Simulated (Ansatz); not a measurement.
Consider B$_{3}$Br$_{4}$.

```
CELL_PARAMETERS angstrom
3.43392 0.00000 0.00000
-1.71696 2.97386 0.00000
0.00000 0.00000 14.18928
ATOMIC_POSITIONS crystal
B 0.00000 0.00000 0.71787
B 0.00000 0.00000 0.00000
B 0.00000 0.00000 0.28213
Br 0.33333 0.66667 0.61952
Br 0.66667 0.33333 0.90214
Br 0.33333 0.66667 0.09786
Br 0.66667 0.33333 0.38048
```

Space group P-3m1; a structure generated by program, which may or may not match a known phase; computed without spin polarisation.

Level of theory: Ansatz 0.2.0, DFT PBE+D3(BJ), scalar-relativistic, plane waves, PAW.

Q: What will maps of the valence pseudo-density and electron localisation function show?

A: B–Br (2.42 Å): ρ is about 0.46 e/Å³ halfway, with its minimum of 0.39 e/Å³ about 1.0 Å from B; the ELF is about 0.70 at the midpoint.

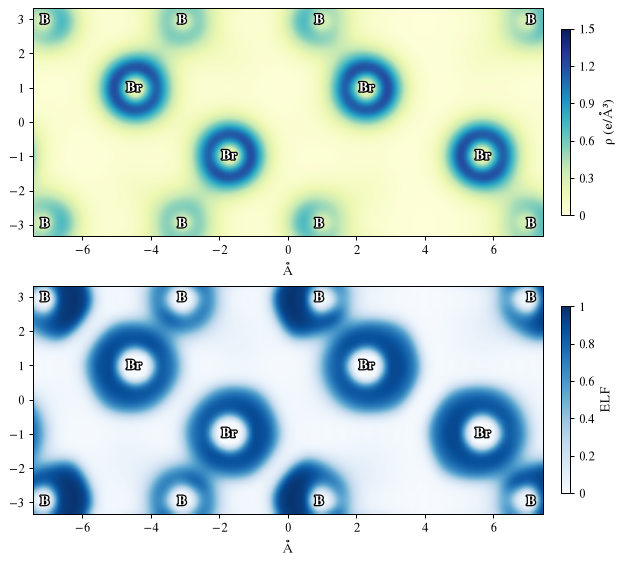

Computed valence pseudo-density and electron localisation function on the (110) plane of the conventional cell, in this order. 

In a PAW calculation such maps are meaningful between the atoms, not at the nuclei.
